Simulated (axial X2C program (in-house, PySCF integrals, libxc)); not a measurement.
# SMg: relativistic diatomic calculation

System: SMg, single determinant with M_S = 1 and |Λ| = 1 (not the lowest found).
Method: PBE0, spin-free X2C-1e, S dyall-v3z, Mg dyall-v3z (cores contracted) (axial X2C program (in-house, PySCF integrals, libxc)).

Input file:
```
{"zs": [16, 12], "q": 0, "bas": ["dyall-v3z", "dyall-v3z"], "levels": ["PBE0", "HF", "PBE50", "PBE"], "cc": false, "r0": 2.26, "npts": 10, "nst": 2, "ntry": 6, "opt": {"auxb": 4.0}}
```

The line is the task of a batch: nuclear charges, charge, bases, the levels to run, a first guess of the distance and further settings. This report covers PBE0 without spin-orbit coupling. The log is that of the reference distance 2.146 Å, started from orbitals converged before.

Launched within a batch (the task file carries these settings):
```bash
python <driver script> task.json out
```

The program's output:
```
spin-free X2C-1e  PBE0
basis functions 125  fitting functions 333  grid points 4358
iter        total energy     max residual
   1       -599.445911803     6.39e-06
   2       -599.445911804     3.13e-06
converged
one-electron -926.09245548  Coulomb 321.40972140  exact exchange -10.30665023  xc functional -31.80136649  nuclear repulsion 47.34483900
```

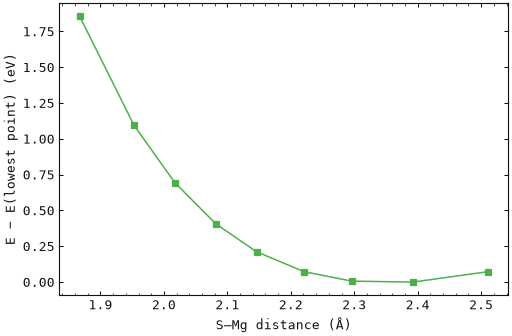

Figure 1. Energy at 9 bond lengths, for one set of occupations held fixed; the line joins the points. A polynomial of degree 4 through 6 points gives rₑ = 2.351 Å, ωₑ = 390.8 cm⁻¹, ωₑxₑ = 2.1 cm⁻¹ and Bₑ = 0.2225 cm⁻¹. The minimum lies 1.43 eV below S + Mg, each computed as one determinant at the same level.

Outcome:

| quantity | value |
| --- | --- |
| outcome | converged |
| bond length rₑ | 2.351 Å |
| ωₑ | 390.8 cm⁻¹ |
| energy at the minimum | −599.45392 hartree |
| depth below the fragments | 1.43 eV |
| largest ⟨S²⟩ along the curve | 2.01 |
| hardware | 1 CPU thread, shared host |
| wall time | 3.2 s |

What is odd here:

One thing in this input was made odd on purpose: sparse fitting set (auxb = 4.0). The program ran to the end. Its numbers are those of the input as typed; this run alone doesn't show how far the oddity moves them. Limits: 9 of the 10 points asked for were kept; at some distances an empty level lies below a filled one, since the occupations are held fixed.
